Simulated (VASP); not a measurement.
# Cl on Ru(0001): binding against coverage, part 2 of 11

Aim: adsorption energy and work function of Cl on Ru(0001) from low coverage to a full layer.

VASP 6.6.1, plane waves and PAW; the level of theory is named at each step.

So far. Step 3 (The bulk reference, job self-consistent run, k-mesh …): The run ends at a pressure of -0.57 GPa.

## (4) Relaxing the atoms

This step: PBE; plane waves and PAW (Cl) (VASP 6.6.1).

System of this step: Cl2. The cell holds 2 atoms: 2 Cl. Cell: a = 11.000 Å, b = 11.500 Å, c = 14.000 Å, α = 90.0°, β = 90.0°, γ = 90.0°. Vacuum lies along a, b and c.

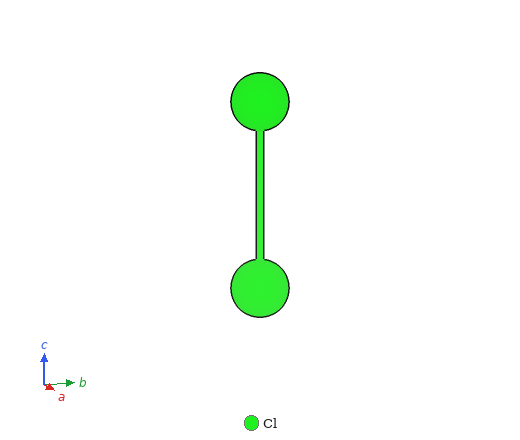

The cell of this step (chlorine green).

The reference for Cl is the Cl2 molecule, relaxed in a box at the cutoff of the large cell.

The input, INCAR:

```
SYSTEM = Cl
PREC = Normal
ENCUT = 320
EDIFF = 1E-05
NELM = 120
ISMEAR = 0
SIGMA = 0.01
LREAL = .FALSE.
ALGO = Fast
GGA = PE
NBANDS = 13
LORBIT = 11
LWAVE = .FALSE.
LCHARG = .FALSE.
NCORE = 8
IBRION = 2
NSW = 20
ISIF = 2
EDIFFG = -0.03
POTIM = 0.4
MAXMIX = 40
ISYM = 0
```

The input, POSCAR:

```
Cl
1.0
   11.0000000000      0.0000000000      0.0000000000
    0.0000000000     11.5000000000      0.0000000000
    0.0000000000      0.0000000000     14.0000000000
Cl
2
Direct
    0.5000000000      0.5000000000      0.4289285700
    0.5000000000      0.5000000000      0.5710714300
```

The input, KPOINTS:

```
Automatic mesh
0
Gamma
1 1 1
0 0 0
```

Potentials, in the order of the species: Cl (PBE family, release 64).

The run is started by

```console
$ mpirun -np 8 vasp_gam
```

Output:

```text
[banner, memory and clock lines left out]
running    8 mpi-ranks, on    1 nodes
 distrk:  each k-point on    8 cores,    1 groups
 distr:  one band on    8 cores,    1 groups

 POSCAR found type information on POSCAR Cl
 POSCAR found :  1 types and       2 ions
 [... a notice as in an earlier step ...]

 LDA part: xc-table for (Slater+PW92), standard interpolation
 POSCAR, INCAR and KPOINTS ok, starting setup
 FFT: planning ... GRIDC
 FFT: planning ... GRID_SOFT
 FFT: planning ... GRID
 WAVECAR not read
 entering main loop
       N       E                     dE             d eps       ncg     rms          rms(c)
DAV:   1     0.132396287212E+03    0.13240E+03   -0.24616E+03    34   0.406E+02
DAV:   2     0.298254312064E+02   -0.10257E+03   -0.10171E+03    52   0.730E+01
DAV:   3    -0.269055152375E+01   -0.32516E+02   -0.32470E+02    44   0.690E+01
DAV:   4    -0.385490875619E+01   -0.11644E+01   -0.11641E+01    36   0.134E+01
DAV:   5    -0.386898452496E+01   -0.14076E-01   -0.14076E-01    44   0.169E+00    0.110E+01
RMM:   6    -0.364997498687E+01    0.21901E+00   -0.12465E-01    26   0.222E+00    0.675E+00
RMM:   7    -0.356832582596E+01    0.81649E-01   -0.32427E-01    26   0.367E+00    0.421E-01
RMM:   8    -0.356813402385E+01    0.19180E-03   -0.35084E-02    26   0.147E+00    0.145E-01
RMM:   9    -0.356875251959E+01   -0.61850E-03   -0.62517E-03    27   0.535E-01    0.990E-02
RMM:  10    -0.356958141461E+01   -0.82890E-03   -0.90757E-04    28   0.187E-01    0.423E-02
RMM:  11    -0.357023513112E+01   -0.65372E-03   -0.15417E-04    26   0.857E-02    0.169E-02
RMM:  12    -0.357090984012E+01   -0.67471E-03   -0.83256E-05    25   0.539E-02    0.663E-03
RMM:  13    -0.357129594890E+01   -0.38611E-03   -0.58826E-05    24   0.363E-02    0.169E-02
RMM:  14    -0.357176424751E+01   -0.46830E-03   -0.82804E-05    24   0.416E-02    0.994E-03
RMM:  15    -0.357177282190E+01   -0.85744E-05   -0.15883E-05    21   0.188E-02
   1 F= -.35717728E+01 E0= -.35717728E+01  d E =-.357177E+01
 curvature:   0.00 expect dE= 0.000E+00 dE for cont linesearch  0.000E+00
 trial: gam= 0.00000 g(F)=  0.266E-03 g(S)=  0.000E+00 ort = 0.000E+00 (trialstep = 0.100E+01)
 search vector abs. value=  0.266E-03
 bond charge predicted
       N       E                     dE             d eps       ncg     rms          rms(c)
DAV:   1    -0.357185451145E+01   -0.90264E-04   -0.23061E-02    26   0.759E-01    0.232E-01
RMM:   2    -0.357180546429E+01    0.49047E-04   -0.12754E-03    26   0.231E-01    0.955E-02
RMM:   3    -0.357185423859E+01   -0.48774E-04   -0.23514E-04    26   0.104E-01    0.400E-02
RMM:   4    -0.357193982440E+01   -0.85586E-04   -0.17785E-04    26   0.795E-02    0.160E-02
RMM:   5    -0.357196154064E+01   -0.21716E-04   -0.28751E-05    22   0.350E-02    0.634E-03
RMM:   6    -0.357196044290E+01    0.10977E-05   -0.44179E-06    19   0.131E-02
   2 F= -.35719604E+01 E0= -.35719604E+01  d E =-.187621E-03
 trial-energy change:   -0.000188  1 .order   -0.000066   -0.000266    0.000134
 step:   0.8703(harm=  0.6644)  dis= 0.00197  next Energy=    -3.571969 (dE=-0.196E-03)
 reached required accuracy - stopping structural energy minimisation
```

Elapsed: 2.4 s, on 8 MPI ranks of Intel Xeon Platinum 8488C (Sapphire Rapids), shared host; peak memory 1.1 GiB.

OUTCAR, selected parts (step 4):

```text
 Found      1 irreducible k-points:

   k-points           NKPTS =      1   k-points in BZ     NKDIM =      1   number of bands    NBANDS=     13

   dimension x,y,z NGX =    48 NGY =   50 NGZ =   64
   dimension x,y,z NGXF=    96 NGYF=  100 NGZF=  128

   ENCUT  =  320.0 eV  23.52 Ry    4.85 a.u.  16.04 16.77 20.42*2*pi/ulx,y,z

   NELECT =      14.0000    total number of electrons

 E-fermi :  -7.0305

 k-point     1 :       0.0000    0.0000    0.0000
  band No.  band energies     occupation
    ...
      3     -11.7754      2.00000
      4      -9.7422      2.00000
      5      -9.7420      2.00000
      6      -7.0843      2.00000
      7      -7.0841      2.00000
      8      -4.0694      0.00000
      9      -0.3265      0.00000
     10       0.5127      0.00000
     11       0.5851      0.00000
     12       0.8979      0.00000
    ...

  Total       -0.0765487     -0.0674975     -0.1076930     -0.0000024     -0.0000145      0.0000152
  in kB       -0.0692516     -0.0610632     -0.0974270     -0.0000021     -0.0000131      0.0000138
  external PRESSURE =      -0.0759140 kB  Pullay stress =       0.0000000 kB

  energy-cutoff  :      320.00
  volume of cell :     1771.00
      direct lattice vectors                 reciprocal lattice vectors
    11.000000000  0.000000000  0.000000000     0.090909091  0.000000000  0.000000000
     0.000000000 11.500000000  0.000000000     0.000000000  0.086956522  0.000000000
     0.000000000  0.000000000 14.000000000     0.000000000  0.000000000  0.071428571

 POSITION                                       TOTAL-FORCE (eV/Angst)
 -----------------------------------------------------------------------------------
      5.50000      5.75000      6.00273         0.000007     -0.000007      0.029652
      5.50000      5.75000      7.99727        -0.000007      0.000007     -0.029652
 -----------------------------------------------------------------------------------
    total drift:                                0.000016     -0.000028      0.000000

  FREE ENERGIE OF THE ION-ELECTRON SYSTEM (eV)
  ---------------------------------------------------
  free  energy   TOTEN  =        -3.5719604429 eV

  energy  without entropy=       -3.5719604429  energy(sigma->0) =       -3.57196044

 total charge
# of ion       s       p       d       tot
------------------------------------------
    1        1.614   3.390   0.000   5.005
    2        1.614   3.390   0.000   5.005
--------------------------------------------------
tot          3.229   6.781   0.000  10.009

[... 1 part as in an earlier step ...]

[... 3 further parts left out ...]
```

CONTCAR:

```
Cl
   1.00000000000000
    11.0000000000000000    0.0000000000000000    0.0000000000000000
     0.0000000000000000   11.5000000000000000    0.0000000000000000
     0.0000000000000000    0.0000000000000000   14.0000000000000000
  Cl
     2
Direct
     0.4999999170336640    0.5000000832316539    0.4287667166329028
     0.5000000829663360    0.4999999167683461    0.5712332833670971
```

No atom moved by 0.005 Å in the relaxation.

Numbers from this step:

```yaml
electronic_cycles: 21
electrons: 14
free_energy_toten: -3.572 eV
gap_between_the_highest_filled_and_lowest_empty_level: 3.015 eV
```

The run ended after 2 ionic steps, 0.000 eV below its first step, once the forces on the free atoms met EDIFFG = -0.03.

Energy at zero smearing: -3.57196 eV.

## (5) Surface relaxation, cell 1 x 1, k-mesh 9×9×1

This step: PBE; plane waves and PAW (Ru) (VASP 6.6.1).

System of this step: Ru(0001). The cell holds 4 atoms: 4 Ru. Cell: a = 2.717 Å, b = 2.717 Å, c = 21.412 Å, α = 90.0°, β = 90.0°, γ = 60.0°. It derives from Ru. 4 layers of hcp Ru, cut at this functional's lattice. Vacuum lies along c.

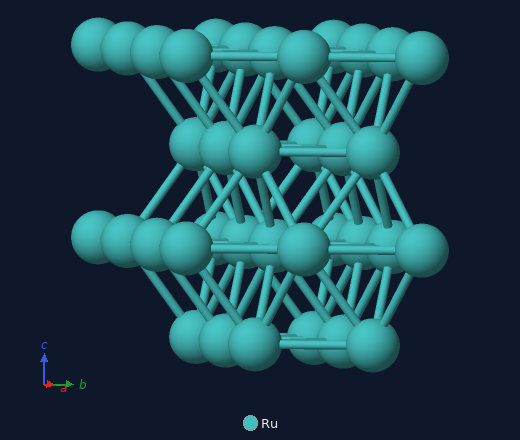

The cell of this step (ruthenium teal). 3×2×1 cells are drawn. Some periodic images of atoms are drawn too.

The free atoms relax, while those held by selective dynamics keep their cut positions.

The input, INCAR:

```
SYSTEM = Ru
PREC = Normal
ENCUT = 320
EDIFF = 1E-05
NELM = 120
ISMEAR = 1
SIGMA = 0.15
LREAL = .FALSE.
ALGO = Fast
GGA = PE
NBANDS = 22
LASPH = .TRUE.
LORBIT = 11
LWAVE = .FALSE.
LCHARG = .FALSE.
KPAR = 8
IBRION = 2
NSW = 30
ISIF = 2
EDIFFG = -0.03
POTIM = 0.4
MAXMIX = 40
IDIPOL = 3
LDIPOL = .TRUE.
DIPOL = 0.5 0.5 0.5
```

The input, POSCAR:

```
Ru
1.0
    2.7165857927      0.0000000000      0.0000000000
    1.3582928964      2.3526323080      0.0000000000
    0.0000000000      0.0000000000     21.4117631522
Ru
4
Selective dynamics
Direct
    0.6666666700      0.6666666700      0.3502747500  F F F
    0.0000000000      0.0000000000      0.4500915800  F F F
    0.6666666700      0.6666666700      0.5499084200  T T T
    0.0000000000      0.0000000000      0.6497252500  T T T
```

The input, KPOINTS:

```
Automatic mesh
0
Gamma
9 9 1
0 0 0
```

Potentials, in the order of the species: Ru (PBE family, release 64).

The run is started by

```console
$ mpirun -np 8 vasp_std
```

Output:

```text
[banner, memory and clock lines left out]
running    8 mpi-ranks, on    1 nodes
 distrk:  each k-point on    1 cores,    8 groups
 distr:  one band on    1 cores,    1 groups

 POSCAR found type information on POSCAR Ru
 POSCAR found :  1 types and       4 ions
 [... a notice as in an earlier step ...]

 LDA part: xc-table for (Slater+PW92), standard interpolation
 POSCAR, INCAR and KPOINTS ok, starting setup
 FFT: planning ... GRIDC
 FFT: planning ... GRID_SOFT
 FFT: planning ... GRID
 WAVECAR not read
 entering main loop
       N       E                     dE             d eps       ncg     rms          rms(c)
DAV:   1     0.141722551492E+03    0.14172E+03   -0.10967E+04   536   0.847E+02
DAV:   2    -0.298237749754E+02   -0.17155E+03   -0.15621E+03   660   0.218E+02
DAV:   3    -0.373418433914E+02   -0.75181E+01   -0.71989E+01   704   0.456E+01
DAV:   4    -0.375770255100E+02   -0.23518E+00   -0.23335E+00   616   0.803E+00
DAV:   5    -0.375864732962E+02   -0.94478E-02   -0.94428E-02   766   0.142E+00    0.213E+01
RMM:   6    -0.357389142184E+02    0.18476E+01   -0.61487E+00   541   0.165E+01    0.891E+00
RMM:   7    -0.451329381320E+02   -0.93940E+01   -0.19830E+01   625   0.197E+01    0.272E+01
RMM:   8    -0.348378428903E+02    0.10295E+02   -0.65272E+00   559   0.122E+01    0.284E+00
RMM:   9    -0.348831498906E+02   -0.45307E-01   -0.15509E+00   589   0.416E+00    0.162E+00
RMM:  10    -0.348988125283E+02   -0.15663E-01   -0.18553E-01   614   0.166E+00    0.164E+00
RMM:  11    -0.348717924425E+02    0.27020E-01   -0.27879E-02   575   0.739E-01    0.104E+00
RMM:  12    -0.348708701601E+02    0.92228E-03   -0.28000E-02   566   0.762E-01    0.670E-01
RMM:  13    -0.348685604452E+02    0.23097E-02   -0.11468E-02   565   0.547E-01    0.385E-01
RMM:  14    -0.348660425475E+02    0.25179E-02   -0.19288E-03   565   0.225E-01    0.195E-01
RMM:  15    -0.348648964783E+02    0.11461E-02   -0.40428E-03   565   0.244E-01    0.128E-01
RMM:  16    -0.348649222342E+02   -0.25756E-04   -0.60596E-04   602   0.113E-01    0.632E-02
RMM:  17    -0.348649246691E+02   -0.24349E-05   -0.54738E-04   574   0.101E-01    0.270E-02
RMM:  18    -0.348649525027E+02   -0.27834E-04   -0.12727E-04   511   0.392E-02    0.277E-02
RMM:  19    -0.348649738994E+02   -0.21397E-04   -0.26287E-05   361   0.253E-02    0.744E-03
RMM:  20    -0.348649943059E+02   -0.20406E-04   -0.10354E-05   321   0.152E-02    0.296E-03
RMM:  21    -0.348650171545E+02   -0.22849E-04   -0.44353E-06   255   0.759E-03    0.212E-03
RMM:  22    -0.348650370007E+02   -0.19846E-04   -0.42435E-06   283   0.756E-03    0.582E-03
RMM:  23    -0.348650608580E+02   -0.23857E-04   -0.14941E-06   195   0.559E-03    0.108E-03
RMM:  24    -0.348650659335E+02   -0.50755E-05   -0.70441E-07   166   0.487E-03
   1 F= -.34865066E+02 E0= -.34866516E+02  d E =-.348651E+02
 curvature:   0.00 expect dE= 0.000E+00 dE for cont linesearch  0.000E+00
 trial: gam= 0.00000 g(F)=  0.155E-01 g(S)=  0.000E+00 ort = 0.000E+00 (trialstep = 0.100E+01)
 search vector abs. value=  0.155E-01
 bond charge predicted
       N       E                     dE             d eps       ncg     rms          rms(c)
DAV:   1    -0.348742534592E+02   -0.91926E-02   -0.20747E+00   528   0.715E+00    0.306E-01
RMM:   2    -0.348766216827E+02   -0.23682E-02   -0.24745E-02   534   0.113E+00    0.314E-01
RMM:   3    -0.348755832652E+02    0.10384E-02   -0.40183E-03   555   0.461E-01    0.103E-01
RMM:   4    -0.348757524671E+02   -0.16920E-03   -0.13978E-03   579   0.230E-01    0.316E-02
RMM:   5    -0.348757255511E+02    0.26916E-04   -0.41862E-04   563   0.115E-01    0.120E-02
RMM:   6    -0.348757714767E+02   -0.45926E-04   -0.11361E-04   530   0.537E-02    0.113E-02
RMM:   7    -0.348757897390E+02   -0.18262E-04   -0.24699E-05   343   0.229E-02    0.215E-03
RMM:   8    -0.348757909244E+02   -0.11855E-05   -0.61529E-06   300   0.128E-02
   2 F= -.34875791E+02 E0= -.34876732E+02  d E =-.107250E-01
[...]
3 F= -.34877396E+02 E0= -.34878006E+02  d E =-.123299E-01
[...]
4 F= -.34879477E+02 E0= -.34880177E+02  d E =-.208130E-02
[...]
5 F= -.34881396E+02 E0= -.34882216E+02  d E =-.399979E-02
 curvature:  -1.56 expect dE=-0.970E-03 dE for cont linesearch -0.930E-03
 ZBRENT: increasing intervall
 opt :   5.0839  next Energy=   -34.883423 (dE=-0.603E-02)
 bond charge predicted
       N       E                     dE             d eps       ncg     rms          rms(c)
DAV:   1    -0.348821269578E+02   -0.73320E-03   -0.20269E+00   528   0.712E+00    0.237E-01
RMM:   2    -0.348828201108E+02   -0.69315E-03   -0.15216E-02   530   0.108E+00    0.318E-02
RMM:   3    -0.348830960615E+02   -0.27595E-03   -0.29038E-03   562   0.435E-01    0.117E-02
RMM:   4    -0.348832008093E+02   -0.10475E-03   -0.10443E-03   719   0.188E-01    0.110E-02
RMM:   5    -0.348832050490E+02   -0.42396E-05   -0.33261E-05   369   0.298E-02
   6 F= -.34883205E+02 E0= -.34884254E+02  d E =-.580925E-02
 curvature:  -3.41 expect dE=-0.649E-04 dE for cont linesearch -0.240E-04
 trial: gam=-0.02554 g(F)=  0.190E-04 g(S)=  0.000E+00 ort = 0.127E-03 (trialstep = 0.190E+01)
 search vector abs. value=  0.140E-04
 reached required accuracy - stopping structural energy minimisation
```

It took 9.4 s on 8 MPI ranks; peak memory 1.2 GiB.

OUTCAR, selected parts (step 5):

```text
   k-points           NKPTS =     12   k-points in BZ     NKDIM =     12   number of bands    NBANDS=     22

   ENCUT  =  320.0 eV  23.52 Ry    4.85 a.u.   3.96  3.96 31.23*2*pi/ulx,y,z

   NELECT =      32.0000    total number of electrons

 dipolmoment           0.000000      0.000000      0.000392 electrons x Angstroem

 E-fermi :   1.9791

 k-point     1 :       0.0000    0.0000    0.0000
  band No.  band energies     occupation
    ...
     13       0.0287      2.00000
     14       0.0287      2.00000
     15       0.2952      2.00000
     16       1.0952      2.00000
     17       1.0952      2.00000
     18       2.1280     -0.04858
     19       2.1280     -0.04858
     20       2.1364     -0.05885
     21       2.9289     -0.00000
     22       3.1226     -0.00000

  Total       -3.9216219     -3.9216219     -1.3266203     -0.0000000      0.0000000      0.0000000
  in kB      -45.9141327    -45.9141327    -15.5319974     -0.0000000      0.0000000      0.0000000
  external PRESSURE =     -35.7867543 kB  Pullay stress =       0.0000000 kB

 POSITION                                       TOTAL-FORCE (eV/Angst)
 -----------------------------------------------------------------------------------
      2.71659      1.56842      7.50000        -0.000000     -0.000000      0.497938
      0.00000      0.00000      9.63725        -0.000000      0.000000     -0.480313
      2.71659      1.56842     11.76004         0.000000     -0.000000      0.004177
      4.07488      2.35263     13.84358         0.000000     -0.000000     -0.021802
 -----------------------------------------------------------------------------------
    total drift:                               -0.000002     -0.000001      0.003196

  FREE ENERGIE OF THE ION-ELECTRON SYSTEM (eV)
  ---------------------------------------------------
  free  energy   TOTEN  =       -34.8832050490 eV

  energy  without entropy=      -34.8863520928  energy(sigma->0) =      -34.88425406

 vacuum level on the upper side and lower side of the slab         6.894         7.039

[... 1 part as in an earlier step ...]

[... 15 further parts left out ...]
```

The run keeps the 6 symmetry operations of its start, so it cannot find a distortion of lower symmetry.

Relaxation path:

```csv
step,energy less that of the first step (eV),largest force (eV/Å)
1,0.0000,0.5577
2,-0.0107,0.2755
3,-0.0123,0.1951
4,-0.0144,0.1470
5,-0.0163,0.1018
6,-0.0181,0.0218
```

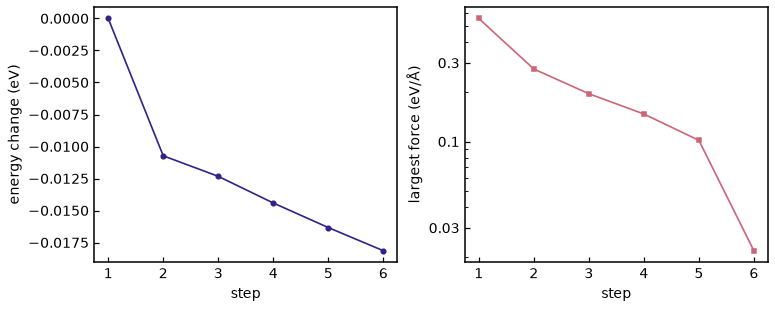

Energy and largest force along the relaxation.

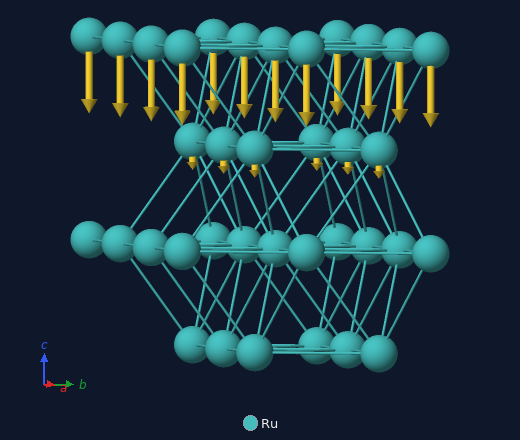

Displacements in the relaxation, exaggerated; the longest in the cell stands for 0.07 Å. 3×2×1 cells are drawn. Some periodic images of atoms are drawn too.

The atoms that moved most (Å):

```csv
atom,dx,dy,dz,length
Ru4,0.000,0.000,-0.068,0.068
Ru3,0.000,0.000,-0.014,0.014
```

The relaxed structure:

```cif
data_structure
_symmetry_space_group_name_H-M 'P 1'
_symmetry_Int_Tables_number 1
_cell_length_a 2.7166
_cell_length_b 2.7166
_cell_length_c 21.4118
_cell_angle_alpha 90.000
_cell_angle_beta 90.000
_cell_angle_gamma 60.000
_cell_volume 136.85
loop_
_atom_site_label
_atom_site_type_symbol
_atom_site_fract_x
_atom_site_fract_y
_atom_site_fract_z
_atom_site_occupancy
Ru1 Ru 0.66667 0.66667 0.35027 1
Ru2 Ru 0.00000 0.00000 0.45009 1
Ru3 Ru 0.66667 0.66667 0.54923 1
Ru4 Ru 0.00000 0.00000 0.64654 1
```

Numbers from this step:

* electronic cycles: 52
* electrons: 32
* free energy (TOTEN): -34.88 eV
* energy at zero smearing: -34.88 eV
* Fermi energy: 1.979 eV
* dipole moment: 0, 0, 3.92e-4 e·Å

The run ended after 6 ionic steps, 0.018 eV below its first step, once the forces on the free atoms met EDIFFG = -0.03.

(Continued in part 3 of 11.)

[Lines on the potential files, build, host, timing and source positions are cut from VASP's logs without a mark.]

[Logs are printed without paths, hosts, clocks, repeated set-up lines and the standing remarks that a program may print on its own settings, such as how far it seeks lower states.]

[Hosts, paths, dates, database ids (printed as entryN), source tags and the programs' standing remarks are cut or masked in the printed files.]

[Runs that stopped without an error message from VASP are left out.]
